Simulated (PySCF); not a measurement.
## Energy and gradient calculation of CH$_{3}$F$_{2}$InO

- system: CH$_{3}$F$_{2}$InO, SMILES C[O][In]([F])[F]
- method: PBE/STO-3G, RKS (PySCF 2.14.0)

The geometry comes from this level: PBE0-D4/def2-TZVP. Figures and captions count atoms from 1; the log counts them from 0 in places.

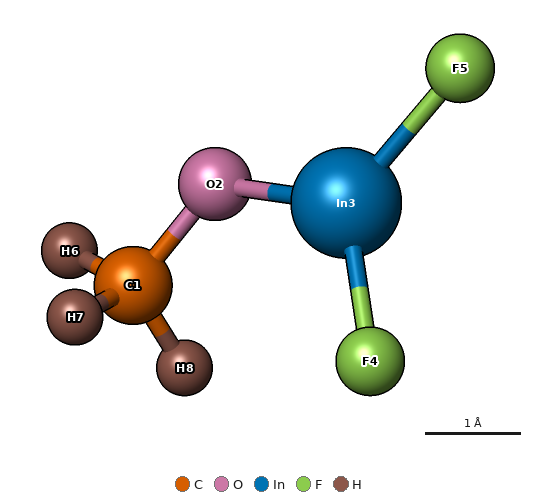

The structure (ball-and-stick view, seen at a tilt; atoms are numbered from 1 in the order of the input). Sticks mark near contacts.

## The input (run.py)
```python
from pyscf import gto, dft

mol = gto.M(
    atom='''
C     -0.370900    -0.710900     1.103600
O      0.381300     0.418500     0.704400
In     0.524700     0.940200    -1.172900
F     -0.354700    -0.064400    -2.575300
F      1.533100     2.465400    -1.771400
H     -0.291200    -0.781900     2.191900
H      0.009800    -1.643900     0.673800
H     -1.432100    -0.622900     0.845900
''',
    max_memory=1860,
    spin=0,
    basis='sto-3g',
    verbose=4,
)

mf = dft.RKS(mol)
mf.xc = 'pbe'
mf.conv_tol = 1e-10
mf.grids.level = 5
mf.kernel()
if not mf.converged:
    mf = mf.newton().run(mf.mo_coeff, mf.mo_occ)

energy = mf.e_tot
print(f'total energy: {energy:.8f} hartree')
grad = mf.nuc_grad_method().kernel()
mf.analyze()
```

Hardware: 1 thread of Intel Xeon @ 2.50GHz (Skylake/Cascade Lake), 189 GiB of memory available, shared host.

Launch command:
```bash
OMP_NUM_THREADS=1 python run.py
```

## Log
```
PySCF version 2.14.0

[INPUT] num. atoms = 8
[INPUT] num. electrons = 84
[INPUT] charge = 0
[INPUT] spin (= nelec alpha-beta = 2S) = 0
[INPUT] symmetry False subgroup None
[INPUT] Mole.unit = angstrom
[INPUT] Symbol           X                Y                Z      unit          X                Y                Z       unit  Magmom
[INPUT]  1 C     -0.370900000000  -0.710900000000   1.103600000000 AA   -0.700899419601  -1.343406301953   2.085501751070 Bohr   0.0
[INPUT]  2 O      0.381300000000   0.418500000000   0.704400000000 AA    0.720552571297   0.790850383130   1.331123082144 Bohr   0.0
[INPUT]  3 In     0.524700000000   0.940200000000  -1.172900000000 AA    0.991539297559   1.776720502316  -2.216459771502 Bohr   0.0
[INPUT]  4 F     -0.354700000000  -0.064400000000  -2.575300000000 AA   -0.670285856383  -0.121698362422  -4.866611688592 Bohr   0.0
[INPUT]  5 F      1.533100000000   2.465400000000  -1.771400000000 AA    2.897139121571   4.658930787503  -3.347460857055 Bohr   0.0
[INPUT]  6 H     -0.291200000000  -0.781900000000   2.191900000000 AA   -0.550288247473  -1.477576856797   4.142090692434 Bohr   0.0
[INPUT]  7 H      0.009800000000  -1.643900000000   0.673800000000 AA    0.018519316021  -3.106520776173   1.273297462732 Bohr   0.0
[INPUT]  8 H     -1.432100000000  -0.622900000000   0.845900000000 AA   -2.706276782990  -1.177110402992   1.598519328770 Bohr   0.0

nuclear repulsion = 512.892907800714
number of shells = 26
number of NR pGTOs = 150
number of NR cGTOs = 50
basis = sto-3g
ecp = {}

******** <class 'pyscf.dft.rks.RKS'> ********
method = RKS
initial guess = minao
damping factor = 0
level_shift factor = 0
DIIS = <class 'pyscf.scf.diis.CDIIS'>
diis_start_cycle = 1
diis_space = 8
diis_damp = 0
SCF conv_tol = 1e-10
SCF conv_tol_grad = None
SCF max_cycles = 50
direct_scf = True
direct_scf_tol = 1e-13
XC library pyscf.dft.libxc version 7.0.0
    S. Lehtola, C. Steigemann, M. J.T. Oliveira, and M. A.L. Marques.,  SoftwareX 7, 1–5 (2018)
XC functionals = pbe
    J. P. Perdew, K. Burke, and M. Ernzerhof.,  Phys. Rev. Lett. 77, 3865 (1996)
    J. P. Perdew, K. Burke, and M. Ernzerhof.,  Phys. Rev. Lett. 78, 1396 (1997)
    J. P. Perdew, K. Burke, and M. Ernzerhof.,  Phys. Rev. Lett. 77, 3865 (1996)
    J. P. Perdew, K. Burke, and M. Ernzerhof.,  Phys. Rev. Lett. 78, 1396 (1997)
radial grids:
    Treutler-Ahlrichs [JCP 102, 346 (1995); DOI:10.1063/1.469408] (M4) radial grids

becke partition: Becke, JCP 88, 2547 (1988); DOI:10.1063/1.454033
pruning grids: <function nwchem_prune>
grids dens level: 5
symmetrized grids: False
atomic radii adjust function: <function treutler_atomic_radii_adjust>
small_rho_cutoff = 0
Set gradient conv threshold to 1e-05
Initial guess from minao.
tot grids = 291664
init E= -5979.767516654
  HOMO = -0.551526939577364  LUMO = -0.441994439967255  gap/eV = 2.98053
cycle= 1 E= -5994.17000572695  delta_E= -14.4  |g|= 0.646  |ddm|=  3.6
  HOMO = 0.0942409243495589  LUMO = 0.170975889969302  gap/eV = 2.08806
cycle= 2 E= -5993.66077459098  delta_E= 0.509  |g|= 1.43  |ddm|=  3.1
  HOMO = 0.0063729799637422  LUMO = 0.112973105658422  gap/eV = 2.90074
cycle= 3 E= -5994.29377325069  delta_E= -0.633  |g|= 0.405  |ddm|= 2.29
  HOMO = -0.0463383967622053  LUMO = 0.0888055250754976  gap/eV = 3.67745
cycle= 4 E= -5994.33508432097  delta_E= -0.0413  |g|= 0.261  |ddm|= 1.16
  HOMO = -0.0583887626931375  LUMO = 0.0756308664359477  gap/eV = 3.64686
cycle= 5 E= -5994.36452580403  delta_E= -0.0294  |g|= 0.0638  |ddm|= 0.548
  HOMO = -0.0582305458654178  LUMO = 0.0766508507619126  gap/eV = 3.67031
cycle= 6 E= -5994.36543112165  delta_E= -0.000905  |g|= 0.0458  |ddm|= 0.14
  HOMO = -0.0582788282324517  LUMO = 0.076463334048865  gap/eV = 3.66652
cycle= 7 E= -5994.36619860133  delta_E= -0.000767  |g|= 0.0182  |ddm|= 0.0899
  HOMO = -0.0586530307596464  LUMO = 0.0765299341986764  gap/eV = 3.67852
cycle= 8 E= -5994.36633040094  delta_E= -0.000132  |g|= 0.00527  |ddm|= 0.0243
  HOMO = -0.0589205259449999  LUMO = 0.0764409351174918  gap/eV = 3.68337
cycle= 9 E= -5994.36634168497  delta_E= -1.13e-05  |g|= 0.000808  |ddm|= 0.00774
  HOMO = -0.0589237254532598  LUMO = 0.0764303229574156  gap/eV = 3.68317
cycle= 10 E= -5994.36634196003  delta_E= -2.75e-07  |g|= 6.53e-05  |ddm|= 0.0016
  HOMO = -0.0589218405182059  LUMO = 0.0764350027857809  gap/eV = 3.68325
cycle= 11 E= -5994.3663419622  delta_E= -2.18e-09  |g|= 1.75e-05  |ddm|= 0.000182
  HOMO = -0.0589227850361512  LUMO = 0.0764344223991316  gap/eV = 3.68326
cycle= 12 E= -5994.36634196234  delta_E= -1.4e-10  |g|= 1.04e-06  |ddm|= 3.06e-05
  HOMO = -0.0589228720473724  LUMO = 0.076434375388497  gap/eV = 3.68326
cycle= 13 E= -5994.36634196235  delta_E= -5.46e-12  |g|= 8.12e-08  |ddm|= 1.86e-06
  HOMO = -0.0589228732497529  LUMO = 0.0764343745980433  gap/eV = 3.68326
```

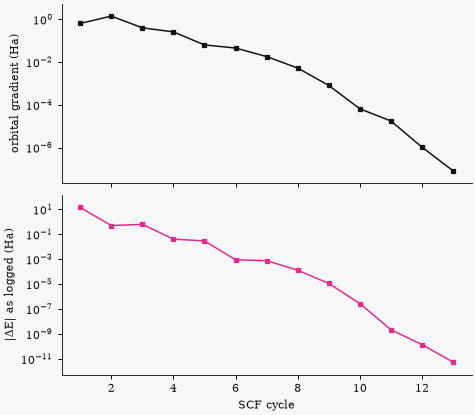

Convergence of the self-consistent field: orbital gradient and size of the energy change against the SCF cycle. The residual comes down, with one marked jump up, by a factor of about 2, at step 2.

```
Extra cycle  E= -5994.36634196234  delta_E= 9.09e-12  |g|= 2.74e-07  |ddm|= 6.17e-07
converged SCF energy = -5994.36634196234
total energy: -5994.36634196 hartree

******** <class 'pyscf.grad.rks.Gradients'> for <class 'pyscf.dft.rks.RKS'> ********
unit = Eh/Bohr
grid_response = False
--------------- RKS gradients ---------------
         x                y                z
0 C     0.0042608941     0.0046598133     0.0075618865
1 O    -0.0283773269    -0.0452124796     0.0301784593
2 In     0.0018281214     0.0033598115    -0.0043302664
3 F    -0.0084246217    -0.0099638858    -0.0118092793
4 F     0.0111695425     0.0168256091    -0.0070845120
5 H     0.0013682320     0.0053005961    -0.0200278777
6 H    -0.0020725895     0.0204730943     0.0041280590
7 H     0.0203850899     0.0045368765     0.0014142688
----------------------------------------------
**** SCF Summaries ****
Total Energy =                       -5994.366341962338993
Nuclear Repulsion Energy =             512.892907800713601
One-electron Energy =                -9326.009756059427673
Two-electron Energy =                 2818.750506296374624
Two-electron Coulomb Energy =         3010.829673440722217
DFT Exchange-Correlation Energy =     -192.079167144347650
HOMO-LUMO gap [eV] =                     3.683258321791198
**** MO energy ****
MO #1   energy= -973.978398326218  occ= 2
MO #2   energy= -140.686277062349  occ= 2
MO #3   energy= -133.721126011364  occ= 2
MO #4   energy= -133.718848689478  occ= 2
MO #5   energy= -133.71828012639   occ= 2
MO #6   energy= -25.2663347128818  occ= 2
MO #7   energy= -23.8520482174061  occ= 2
MO #8   energy= -23.8384588649077  occ= 2
MO #9   energy= -22.7011620144299  occ= 2
MO #10  energy= -22.6921929469267  occ= 2
MO #11  energy= -22.6916444942751  occ= 2
MO #12  energy= -18.4456662398873  occ= 2
MO #13  energy= -15.1653753034481  occ= 2
MO #14  energy= -15.1620558385961  occ= 2
MO #15  energy= -15.1619993522459  occ= 2
MO #16  energy= -15.156099977124   occ= 2
MO #17  energy= -15.1560636780359  occ= 2
MO #18  energy= -9.74487533070056  occ= 2
MO #19  energy= -3.37586831584221  occ= 2
MO #20  energy= -2.35797167003456  occ= 2
MO #21  energy= -2.34775688440852  occ= 2
MO #22  energy= -2.34615658656133  occ= 2
MO #23  energy= -0.888546311891275 occ= 2
MO #24  energy= -0.877648092725139 occ= 2
MO #25  energy= -0.81445195121174  occ= 2
MO #26  energy= -0.549827755798134 occ= 2
MO #27  energy= -0.351419096184954 occ= 2
MO #28  energy= -0.340300508805887 occ= 2
MO #29  energy= -0.301675869626944 occ= 2
MO #30  energy= -0.220286298981099 occ= 2
MO #31  energy= -0.208962612408932 occ= 2
MO #32  energy= -0.178657042247771 occ= 2
MO #33  energy= -0.172565398825394 occ= 2
MO #34  energy= -0.171149029161833 occ= 2
MO #35  energy= -0.164657094602458 occ= 2
MO #36  energy= -0.135937336716429 occ= 2
MO #37  energy= -0.132936642451102 occ= 2
MO #38  energy= -0.105811570668287 occ= 2
MO #39  energy= -0.0850389373833392 occ= 2
MO #40  energy= -0.0729294414665235 occ= 2
MO #41  energy= -0.0680687543571387 occ= 2
MO #42  energy= -0.0589228732497529 occ= 2
MO #43  energy= 0.0764343745980433 occ= 0
MO #44  energy= 0.0928179262501075 occ= 0
MO #45  energy= 0.2532388445121    occ= 0
MO #46  energy= 0.274856054369967  occ= 0
MO #47  energy= 0.371500982042829  occ= 0
MO #48  energy= 0.410781933470023  occ= 0
MO #49  energy= 0.415066747573296  occ= 0
MO #50  energy= 0.442665804406739  occ= 0
 ** Mulliken pop on meta-lowdin orthogonal AOs  **
 ** Mulliken pop  **
pop of  0 C 1s            1.99955
pop of  0 C 2s            1.04430
pop of  0 C 2px           1.01831
pop of  0 C 2py           0.95148
pop of  0 C 2pz           1.06424
pop of  1 O 1s            1.99987
pop of  1 O 2s            1.73266
pop of  1 O 2px           1.60341
pop of  1 O 2py           1.40277
pop of  1 O 2pz           1.44100
pop of  2 In 1s           2.00000
pop of  2 In 2s           1.99998
pop of  2 In 3s           1.99984
pop of  2 In 4s           1.99904
pop of  2 In 5s           1.04516
pop of  2 In 2px          2.00000
pop of  2 In 2py          2.00000
pop of  2 In 2pz          2.00000
pop of  2 In 3px          1.99996
pop of  2 In 3py          1.99995
pop of  2 In 3pz          1.99994
pop of  2 In 4px          1.99823
pop of  2 In 4py          1.99847
pop of  2 In 4pz          1.99878
pop of  2 In 5px          0.57624
pop of  2 In 5py          0.57547
pop of  2 In 5pz          0.58233
pop of  2 In 3dxy         1.99995
pop of  2 In 3dyz         1.99998
pop of  2 In 3dz^2        1.99995
pop of  2 In 3dxz         1.99999
pop of  2 In 3dx2-y2      1.99999
pop of  2 In 4dxy         1.93923
pop of  2 In 4dyz         1.97249
pop of  2 In 4dz^2        1.94332
pop of  2 In 4dxz         1.98939
pop of  2 In 4dx2-y2      1.99099
pop of  3 F 1s            1.99996
pop of  3 F 2s            1.91756
pop of  3 F 2px           1.75505
pop of  3 F 2py           1.76723
pop of  3 F 2pz           1.68846
pop of  4 F 1s            1.99996
pop of  4 F 2s            1.91452
pop of  4 F 2px           1.72930
pop of  4 F 2py           1.60341
pop of  4 F 2pz           1.86985
pop of  5 H 1s            0.95707
pop of  6 H 1s            0.96569
pop of  7 H 1s            0.96570
 ** Mulliken atomic charges  **
charge of    0C =     -0.07788
charge of    1O =     -0.17971
charge of    2In =      0.39133
charge of    3F =     -0.12826
charge of    4F =     -0.11703
charge of    5H =      0.04293
charge of    6H =      0.03431
charge of    7H =      0.03430
Dipole moment(X, Y, Z, Debye): -0.28351, -0.41552,  0.09849
```

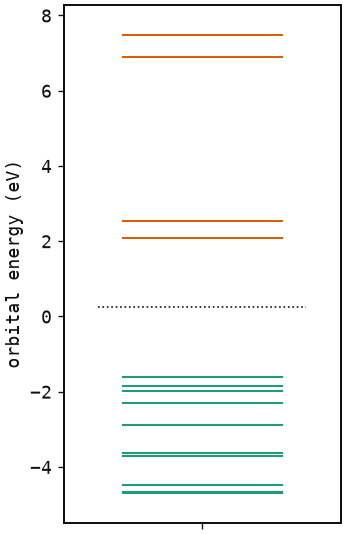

Orbital energies near the frontier; the dotted line parts filled from empty levels, and levels within 0.02 eV of each other stand side by side. Highest filled −1.60 eV, lowest empty 2.08 eV, 3.68 eV apart.

## Summary

```csv
quantity,value
outcome,converged
total energy,−5994.366342 hartree
basis functions,50
largest force,3.153 eV/Å
HOMO,−1.60 eV
LUMO,2.08 eV
dipole moment,0.51 D
wall time,74 s (CPU time 45 s; the host was busy)
peak memory,0.52 GiB
```

## Remarks

The record of the run, not the program, notes: no relativistic term for heavy atoms.
